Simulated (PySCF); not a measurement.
# C4H6BN: electronic excitations at several levels of theory

How much do the electronic excitations of C4H6BN (`Bn1cccc1`) depend on the level of theory, and what does each level cost?

Computed with PySCF 2.14.0, with density-fitted response routines of our own, on a single molecule in the gas phase. Atoms are numbered from 0 throughout.

### Step 1. The starting structure

12 atoms, charge 0, multiplicity 1; geometry from: GFN2-xTB. The atoms were then displaced at random by about 0.01 Å, so the start is not that level's minimum.

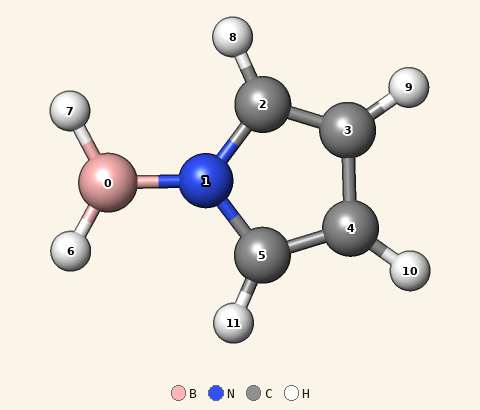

The starting geometry (boron pink, nitrogen blue, carbon grey, hydrogen white), atoms numbered; sticks join atoms by distance.

### Step 2. Geometry optimisation at PBE0-D3(BJ)/def2-SVP

Job settings and geometry (Å):

```
{"job": {"xc": "PBE0", "basis": "def2-SVP", "d3": "d3bj", "grid": 1, "shake": 0.01, "kind": "geom"}, "charge": 0, "multiplicity": 1}
B      2.029350    -0.186400     0.128200
N      0.603310    -0.054030     0.033260
C     -0.135200     1.106270    -0.190650
C     -1.405990     0.824560    -0.206700
C     -1.568240    -0.588460    -0.000070
C     -0.315160    -1.070580     0.147590
H      2.490400    -1.215670     0.310510
H      2.674220     0.809080     0.003570
H      0.386080     2.052840    -0.285550
H     -2.248770     1.510810    -0.340880
H     -2.493010    -1.136540     0.060460
H      0.022690    -2.080170     0.331220
```

On the command line:

```sh
$ OMP_NUM_THREADS=1 python probes_run.py task.json out
```

The driver reads the jobs from task.json and runs them one after another.

Output:

```text
step   0  E = -235.18780698  max force = 0.081837
step   1  E = -235.19500735  max force = 0.016600
step   2  E = -235.19527115  max force = 0.003762
step   3  E = -235.19514556  max force = 0.005819
step   4  E = -235.19532320  max force = 0.002135
step   5  E = -235.19527412  max force = 0.004347
step   6  E = -235.19532641  max force = 0.001378
step   7  E = -235.19533504  max force = 0.000428
optimisation converged
```

Run time: 32 s. Hardware: 1 thread of Arm Neoverse V1, shared host; peak memory 0.48 GiB.

Along the way: (the energy doesn't fall at every step)

| step | energy from step 0 (eV) | largest force component (eV/Å) |
| --- | --- | --- |
| 0 | 0.0000 | 4.2082 |
| 1 | -0.1959 | 0.8536 |
| 2 | -0.2031 | 0.1934 |
| 3 | -0.1997 | 0.2992 |
| 4 | -0.2045 | 0.1098 |
| 5 | -0.2032 | 0.2235 |
| 6 | -0.2046 | 0.0709 |
| 7 | -0.2048 | 0.0220 |

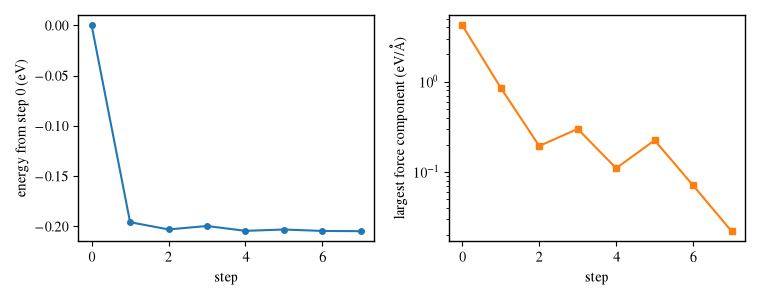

Energy and force, step by step.

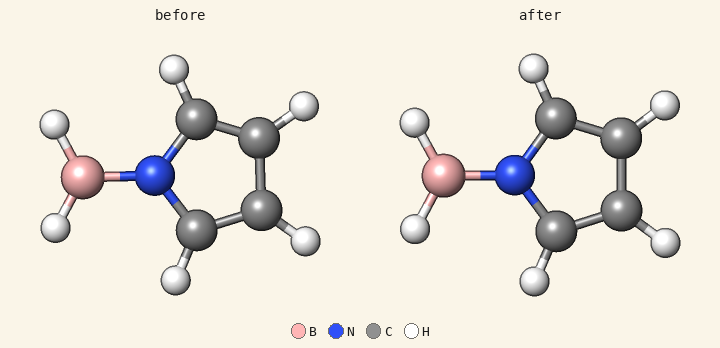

The geometry before (left) and after (right).

Distances of close pairs at the start and the end, largest changes first:

| bond | before (Å) | after (Å) | change (Å) |
| --- | --- | --- | --- |
| B0–H6 | 1.142 | 1.205 | +0.062 |
| C2–C3 | 1.302 | 1.363 | +0.062 |
| N1–C5 | 1.375 | 1.393 | +0.018 |
| B0–N1 | 1.435 | 1.419 | -0.017 |
| C4–C5 | 1.351 | 1.363 | +0.013 |
| B0–H7 | 1.193 | 1.205 | +0.012 |
| C4–H10 | 1.077 | 1.089 | +0.012 |
| C5–H11 | 1.080 | 1.087 | +0.007 |

The end geometry stands in the next job.

```
                         at the end point                value
  point group (found at 0.08 Å tolerance)                  C2v
rotational constants (GHz, main isotopes)  8.744, 3.864, 2.680
                        dipole moment (D)                 0.35
```

### Step 3. Ultraviolet spectrum: PBE0/def2-TZVP

Job settings and geometry (Å):

```
{"job": {"kind": "uv", "xc": "PBE0", "basis": "def2-TZVP"}, "charge": 0, "multiplicity": 1}
B      2.186255    -0.345617     0.213515
N      0.773808    -0.235670     0.139416
C      0.047829     0.932694    -0.078944
C     -1.282368     0.633491    -0.087691
C     -1.402125    -0.782518     0.134124
C     -0.139745    -1.279633     0.267060
H      2.668781    -1.432709     0.406146
H      2.846974     0.653155     0.079579
H      0.567578     1.879062    -0.208804
H     -2.097372     1.339273    -0.237139
H     -2.325413    -1.356818     0.184745
H      0.213913    -2.292739     0.443665
```

With the program's defaults for keys left out, this is: TDDFT PBE0/def2-TZVP, vertical, gas phase, core orbitals frozen in the response.

Output:

```text
coarse grid: 10216 points
cycle   1  E = -235.4193140498  dE =  8.916e-01  |g| = 3.331e-01  |ddm| = 2.688e+00
cycle   2  E = -235.4034513650  dE =  1.586e-02  |g| = 4.161e-01  |ddm| = 5.409e-01
cycle   3  E = -235.4474932619  dE = -4.404e-02  |g| = 9.051e-02  |ddm| = 3.508e-01
cycle   4  E = -235.4494185959  dE = -1.925e-03  |g| = 3.896e-02  |ddm| = 9.234e-02
cycle   5  E = -235.4497784011  dE = -3.598e-04  |g| = 1.188e-02  |ddm| = 2.942e-02
cycle   6  E = -235.4498096848  dE = -3.128e-05  |g| = 2.317e-03  |ddm| = 8.103e-03
cycle   7  E = -235.4498106235  dE = -9.387e-07  |g| = 6.973e-04  |ddm| = 1.449e-03
final grid: 99264 points
cycle   8  E = -235.4362786566  dE = -5.606e-05  |g| = 6.548e-03  |ddm| = 9.415e-02
cycle   9  E = -235.4362733359  dE =  5.321e-06  |g| = 8.066e-03  |ddm| = 1.124e-02
cycle  10  E = -235.4362891210  dE = -1.579e-05  |g| = 1.146e-03  |ddm| = 5.547e-03
cycle  11  E = -235.4362893699  dE = -2.489e-07  |g| = 4.058e-04  |ddm| = 8.049e-04
cycle  12  E = -235.4362894016  dE = -3.172e-08  |g| = 1.307e-04  |ddm| = 3.122e-04
cycle  13  E = -235.4362894062  dE = -4.571e-09  |g| = 3.762e-05  |ddm| = 1.301e-04
cycle  14  E = -235.4362894065  dE = -3.435e-10  |g| = 1.003e-05  |ddm| = 2.991e-05
converged SCF energy = -235.4362894065

Static polarisability (au): isotropic 66.206, principal 40.031 68.288 90.299

Singlet excitations
state   eV       nm        f      main configurations
  1   4.2117    294.4   0.00546   H->L 0.98
  2   5.6784    218.3   0.24418   H-1->L 0.92
  3   6.4762    191.4   0.00000   H-2->L 0.98
  4   6.6441    186.6   0.13698   H->L+1 0.96
  5   7.0303    176.4   0.00000   H->L+3 0.98
  6   7.2368    171.3   0.16888   H->L+2 0.52, H-1->L+1 0.42
  7   7.6212    162.7   0.01258   H->L+4 0.97
  8   7.7246    160.5   0.00000   H->L+5 0.78, H->L+6 0.21
  9   8.0683    153.7   0.01193   H-4->L 0.63, H-3->L 0.33
 10   8.0707    153.6   0.00005   H->L+7 0.67, H->L+6 0.24

Triplet excitations (Tamm-Dancoff, eV): 3.2494 4.4302 5.4748 5.6979
```

It took 25 s on 1 thread of Arm Neoverse V1, shared host; peak memory 0.87 GiB.

The orbitals next to the gap, with their largest atomic shares:

```csv
orbital,eV,atoms
HOMO−3,-10.83,"C4 29 %, C3 29 %, C2 12 %"
HOMO−2,-9.57,"B0 44 %, H7 20 %, H6 20 %"
HOMO−1,-7.78,"C4 27 %, C3 27 %, N1 21 %"
HOMO,-6.55,"C5 32 %, C2 32 %, C3 16 %"
LUMO,-1.30,"B0 62 %, C2 8 %, C5 8 %"
LUMO+1,0.92,"B0 28 %, C5 19 %, C2 19 %"
LUMO+2,1.72,"C4 30 %, C3 30 %, C5 16 %"
```

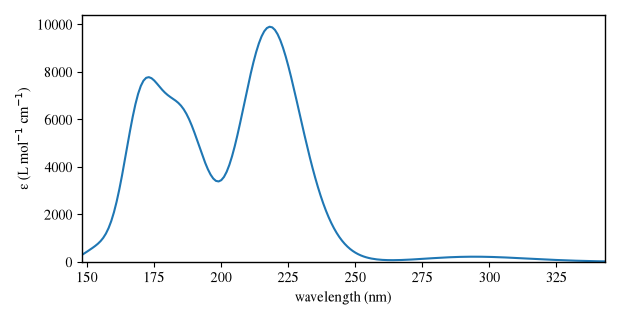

Absorption spectrum: each of the 10 states is a Gaussian band of 0.4 eV half-width at 1/e. Beyond the last state computed it falls off for lack of states.

Further results of this job:

| property | computed |
| --- | --- |
| dipole moment (D) | 0.35 |
| polarisability (Å³) | 9.81 |
| HOMO–LUMO gap (eV) | 5.25 |
| −ε(HOMO) (eV) | 6.55 |

### Step 4. Excited states and response: PBE0/aug-cc-pVDZ

Same as in step 3 but for these lines:

```diff
@@ -1,2 +1,2 @@
-{"job": {"kind": "uv", "xc": "PBE0", "basis": "def2-TZVP"}, "charge": 0, "multiplicity": 1}
+{"job": {"kind": "uv", "xc": "PBE0", "basis": "aug-cc-pVDZ"}, "charge": 0, "multiplicity": 1}
 B      2.186255    -0.345617     0.213515
```

Method: TDDFT PBE0/aug-cc-pVDZ, vertical, gas phase, core orbitals frozen in the response.

Output:

```text
coarse grid: 10216 points
cycle   1  E = -235.3412170638  dE =  9.229e-01  |g| = 3.025e-01  |ddm| = 1.443e+01
cycle   2  E = -235.3262846387  dE =  1.493e-02  |g| = 3.889e-01  |ddm| = 2.589e+00
cycle   3  E = -235.3666632343  dE = -4.038e-02  |g| = 7.972e-02  |ddm| = 1.100e+00
cycle   4  E = -235.3682515183  dE = -1.588e-03  |g| = 3.297e-02  |ddm| = 2.893e-01
cycle   5  E = -235.3685154662  dE = -2.639e-04  |g| = 1.015e-02  |ddm| = 9.667e-02
cycle   6  E = -235.3685396200  dE = -2.415e-05  |g| = 2.072e-03  |ddm| = 3.198e-02
cycle   7  E = -235.3685404405  dE = -8.204e-07  |g| = 5.840e-04  |ddm| = 6.551e-03
final grid: 99264 points
cycle   8  E = -235.3805504270  dE = -2.933e-05  |g| = 6.781e-03  |ddm| = 3.026e-01
cycle   9  E = -235.3805433244  dE =  7.103e-06  |g| = 8.813e-03  |ddm| = 6.125e-02
cycle  10  E = -235.3805633201  dE = -2.000e-05  |g| = 1.063e-03  |ddm| = 2.441e-02
cycle  11  E = -235.3805635626  dE = -2.425e-07  |g| = 3.224e-04  |ddm| = 4.010e-03
cycle  12  E = -235.3805635841  dE = -2.151e-08  |g| = 1.003e-04  |ddm| = 7.864e-04
cycle  13  E = -235.3805635869  dE = -2.754e-09  |g| = 3.524e-05  |ddm| = 4.138e-04
cycle  14  E = -235.3805635872  dE = -3.126e-10  |g| = 8.677e-06  |ddm| = 9.772e-05
converged SCF energy = -235.3805635872

Static polarisability (au): isotropic 70.009, principal 45.329 71.935 92.763

Singlet excitations
state   eV       nm        f      main configurations
  1   4.1873    296.1   0.00356   H->L 0.98
  2   5.6325    220.1   0.23772   H-1->L 0.91
  3   5.6916    217.8   0.00000   H->L+1 0.97
  4   6.1343    202.1   0.02964   H->L+3 0.97
  5   6.1858    200.4   0.12992   H->L+2 0.97
  6   6.2706    197.7   0.00000   H->L+4 0.95
  7   6.4486    192.3   0.00000   H-2->L 0.98
  8   6.7438    183.8   0.00119   H->L+5 0.94
  9   6.8449    181.1   0.00000   H->L+6 0.80, H->L+7 0.13
 10   6.9203    179.2   0.00000   H->L+7 0.83, H->L+6 0.14

Triplet excitations (Tamm-Dancoff, eV): 3.2469 4.4133 5.3214 5.6360
```

Wall time 21 s (1 thread of Arm Neoverse V1, shared host); peak memory 0.83 GiB.

In short: HOMO -6.56 eV, LUMO -1.35 eV; lowest singlet 4.19 eV.

### Step 5. Excited states and response: PBE0/def2-TZVPD

Same as in step 4 but for these lines:

```diff
@@ -1,2 +1,2 @@
-{"job": {"kind": "uv", "xc": "PBE0", "basis": "aug-cc-pVDZ"}, "charge": 0, "multiplicity": 1}
+{"job": {"kind": "uv", "xc": "PBE0", "basis": "def2-TZVPD"}, "charge": 0, "multiplicity": 1}
 B      2.186255    -0.345617     0.213515
```

With the program's defaults for keys left out, this is: TDDFT PBE0/def2-TZVPD, vertical, gas phase, core orbitals frozen in the response.

Output:

```text
coarse grid: 10216 points
cycle   1  E = -235.4201785329  dE =  8.910e-01  |g| = 3.326e-01  |ddm| = 3.905e+00
cycle   2  E = -235.4037653753  dE =  1.641e-02  |g| = 4.176e-01  |ddm| = 9.531e-01
cycle   3  E = -235.4482837652  dE = -4.452e-02  |g| = 8.968e-02  |ddm| = 4.910e-01
cycle   4  E = -235.4501641555  dE = -1.880e-03  |g| = 3.909e-02  |ddm| = 1.137e-01
cycle   5  E = -235.4505285406  dE = -3.644e-04  |g| = 1.195e-02  |ddm| = 3.991e-02
cycle   6  E = -235.4505601994  dE = -3.166e-05  |g| = 2.304e-03  |ddm| = 1.128e-02
cycle   7  E = -235.4505611318  dE = -9.324e-07  |g| = 6.999e-04  |ddm| = 2.042e-03
final grid: 99264 points
cycle   8  E = -235.4370273900  dE = -5.939e-05  |g| = 6.558e-03  |ddm| = 3.206e-01
cycle   9  E = -235.4370217921  dE =  5.598e-06  |g| = 8.136e-03  |ddm| = 2.244e-02
cycle  10  E = -235.4370379230  dE = -1.613e-05  |g| = 1.139e-03  |ddm| = 9.038e-03
cycle  11  E = -235.4370381683  dE = -2.453e-07  |g| = 4.101e-04  |ddm| = 1.202e-03
cycle  12  E = -235.4370382006  dE = -3.229e-08  |g| = 1.326e-04  |ddm| = 4.454e-04
cycle  13  E = -235.4370382053  dE = -4.694e-09  |g| = 3.838e-05  |ddm| = 1.611e-04
cycle  14  E = -235.4370382056  dE = -3.607e-10  |g| = 1.029e-05  |ddm| = 4.929e-05
converged SCF energy = -235.4370382056

Static polarisability (au): isotropic 69.567, principal 44.727 71.743 92.232

Singlet excitations
state   eV       nm        f      main configurations
  1   4.2079    294.6   0.00442   H->L 0.98
  2   5.6598    219.1   0.23494   H-1->L 0.91, H->L+6 0.08
  3   5.9513    208.3   0.00000   H->L+1 0.93
  4   6.4635    191.8   0.00000   H-2->L 0.98
  5   6.5580    189.1   0.14961   H->L+2 0.96
  6   6.5864    188.2   0.00006   H->L+3 0.92
  7   6.6210    187.3   0.04074   H->L+4 0.97
  8   7.1402    173.6   0.18112   H->L+6 0.47, H-1->L+2 0.33, H->L+5 0.10
  9   7.1410    173.6   0.02345   H->L+5 0.60, H->L+8 0.24, H->L+6 0.08
 10   7.2136    171.9   0.00453   H-1->L+1 0.83

Triplet excitations (Tamm-Dancoff, eV): 3.2514 4.4314 5.4335 5.6638
```

It took 36 s on 1 thread of Arm Neoverse V1, shared host; peak memory 0.93 GiB.

Key values: HOMO -6.57 eV, LUMO -1.33 eV; lowest singlet 4.21 eV.

### Step 6. TDDFT and polarisability: PBE0/6-31+G*

Same as in step 5 but for these lines:

```diff
@@ -1,2 +1,2 @@
-{"job": {"kind": "uv", "xc": "PBE0", "basis": "def2-TZVPD"}, "charge": 0, "multiplicity": 1}
+{"job": {"kind": "uv", "xc": "PBE0", "basis": "6-31+G*"}, "charge": 0, "multiplicity": 1}
 B      2.186255    -0.345617     0.213515
```

Level: TDDFT PBE0/6-31+G*, vertical, gas phase, core orbitals frozen in the response.

Output:

```text
coarse grid: 10216 points
cycle   1  E = -235.3787600641  dE =  9.148e-01  |g| = 3.088e-01  |ddm| = 3.904e+00
cycle   2  E = -235.3648865745  dE =  1.387e-02  |g| = 3.887e-01  |ddm| = 1.033e+00
cycle   3  E = -235.4051533512  dE = -4.027e-02  |g| = 8.246e-02  |ddm| = 5.306e-01
cycle   4  E = -235.4068809972  dE = -1.728e-03  |g| = 3.154e-02  |ddm| = 2.247e-01
cycle   5  E = -235.4071198236  dE = -2.388e-04  |g| = 9.644e-03  |ddm| = 5.556e-02
cycle   6  E = -235.4071417140  dE = -2.189e-05  |g| = 2.029e-03  |ddm| = 1.963e-02
cycle   7  E = -235.4071425038  dE = -7.898e-07  |g| = 5.780e-04  |ddm| = 2.301e-03
final grid: 99264 points
cycle   8  E = -235.3580970276  dE = -2.180e-05  |g| = 6.595e-03  |ddm| = 5.915e-02
cycle   9  E = -235.3580914689  dE =  5.559e-06  |g| = 8.347e-03  |ddm| = 2.187e-02
cycle  10  E = -235.3581093012  dE = -1.783e-05  |g| = 1.029e-03  |ddm| = 1.127e-02
cycle  11  E = -235.3581095316  dE = -2.304e-07  |g| = 2.948e-04  |ddm| = 1.831e-03
cycle  12  E = -235.3581095502  dE = -1.851e-08  |g| = 8.979e-05  |ddm| = 4.604e-04
cycle  13  E = -235.3581095524  dE = -2.218e-09  |g| = 2.857e-05  |ddm| = 2.293e-04
cycle  14  E = -235.3581095526  dE = -2.014e-10  |g| = 8.041e-06  |ddm| = 4.599e-05
converged SCF energy = -235.3581095526

Static polarisability (au): isotropic 65.602, principal 39.703 67.753 89.349

Singlet excitations
state   eV       nm        f      main configurations
  1   4.2253    293.4   0.00492   H->L 0.98
  2   5.6824    218.2   0.25298   H-1->L 0.92
  3   5.9446    208.6   0.00000   H->L+1 0.97
  4   6.2601    198.1   0.14335   H->L+2 0.96
  5   6.4192    193.1   0.03009   H->L+3 0.96
  6   6.5525    189.2   0.00000   H-2->L 0.98
  7   6.5780    188.5   0.00000   H->L+4 0.90
  8   7.0071    176.9   0.00245   H->L+6 0.92
  9   7.0320    176.3   0.00002   H->L+8 0.88, H->L+5 0.09
 10   7.0666    175.5   0.11415   H-1->L+2 0.50, H->L+7 0.45

Triplet excitations (Tamm-Dancoff, eV): 3.2544 4.4364 5.3592 5.7206
```

It took 11 s on 1 thread of Arm Neoverse V1, shared host; peak memory 0.64 GiB.

Key values: HOMO -6.53 eV, LUMO -1.29 eV; lowest singlet 4.23 eV.

### Step 7. Side by side: electronic excitations

Excitations and ground-state properties, with basis size and wall time:

| run | lowest singlet (eV) | brightest (eV) | f | gap (eV) | α (Å³) | μ (D) | functions | time |
| --- | --- | --- | --- | --- | --- | --- | --- | --- |
| PBE0/def2-TZVP | 4.21 | 5.68 | 0.244 | 5.25 | 9.81 | 0.35 | 222 | 25 s |
| PBE0/aug-cc-pVDZ | 4.19 | 5.63 | 0.238 | 5.22 | 10.37 | 0.32 | 192 | 21 s |
| PBE0/def2-TZVPD | 4.21 | 5.66 | 0.235 | 5.24 | 10.31 | 0.32 | 276 | 36 s |
| PBE0/6-31+G* | 4.23 | 5.68 | 0.253 | 5.24 | 9.72 | 0.31 | 120 | 11 s |

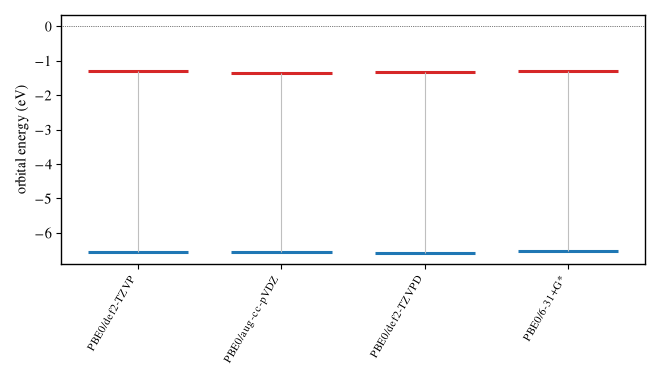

HOMO (blue) and LUMO (red) run by run.

### Step 8. Summary of results

| quantity | value |
| --- | --- |
| point group | C2v |
| rotational constants (main isotopes) | 8.74, 3.86, 2.68 GHz |
| lowest singlet (PBE0/def2-TZVP) | 4.21 eV (294 nm), f = 0.005 |
| brightest single state of those computed | state 2, 5.68 eV, f = 0.244 |
| lowest triplet | 3.25 eV |
| range of the lowest singlet | 4.19 to 4.23 eV |

**Reading.** Single values in the summary come from the first sound run of each kind (PBE0/def2-TZVP), which need not be the best level. The start of the PBE0/def2-SVP relaxation was shaken at random by about 0.01 Å, so part of the energy gained, and of the first lengths quoted, undoes that. Relaxing lowered the energy by 0.205 eV in 7 steps; the close pair that moved most is B0–H6, from 1.142 to 1.205 Å. No frequency check was run at this level, so the end point may be a saddle. The first singlet state (HOMO→LUMO 0.98) lies at 4.21 eV and is weak; of the 10 states computed, the strongest absorption comes from state 2 at 5.68 eV. The lowest triplet lies 0.96 eV below the lowest singlet (triplets in Tamm-Dancoff, singlets in full TDDFT). The lowest singlet runs from 4.19 eV (PBE0/aug-cc-pVDZ) to 4.23 eV (PBE0/6-31+G*), while the orbital gap spans 5.22 to 5.25 eV. The lowest state need not be the same one in every run.
